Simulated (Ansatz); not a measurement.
# The potential step between two gates: arsenene 3 layers, AB

Two oppositely charged gates put a neutral stack in a displacement field D. The voltage between them is D/ε₀ times an electrical distance, shorter than the real one because the stack screens.

**Method.** Ansatz 0.2.0, plane waves with PAW datasets (its set soft_1), PBE-D3(BJ); isolated slab, charged sheets 5 Å from the outer atoms behind model barriers, atoms held. Voltages count from the uncharged case.

| run | D/ε₀ (V/nm) | step in an electron's potential, upper less lower gate (eV) |
| --- | --- | --- |
| run 1 | −1.810 | −1.451 |
| run 2 | 0.000 | 0.000 |
| run 3 | 0.905 | 0.731 |
| run 4 | 1.810 | 1.464 |
| run 5 | 2.714 | 2.198 |
| run 6 | 3.619 | ? |

Q: Estimate the withheld value from the rows shown.

A least-squares line through the 5 rows shown has slope 0.8066 and intercept 0.0046; no row lies more than 0.005 eV off it. The size of the slope, 0.807 nm, is the electrical distance; the sheets are 1.992 nm apart, and screening reaches beyond the outer atoms. At 3.619 it gives 0.8066 × 3.619 + 0.0046 = 2.924 eV, beyond the rows fitted. Rounding and scatter of the rows alone allow about ±0.006 eV there.

The run itself gives 2.934 eV: a miss of +0.010 eV, or 0.3 % of the value. Screening stays linear to within 1 % over this range.

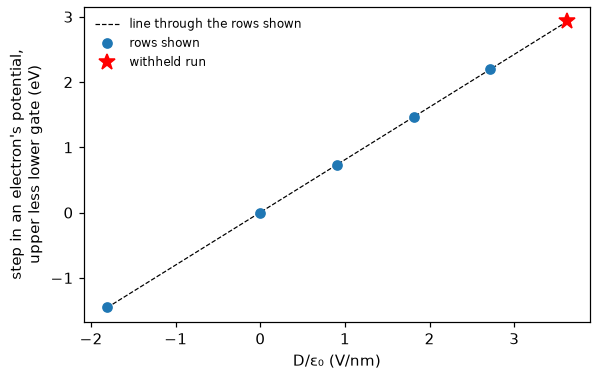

The fit and the withheld run.

**Limits.** The gates are model sheets, not atoms.
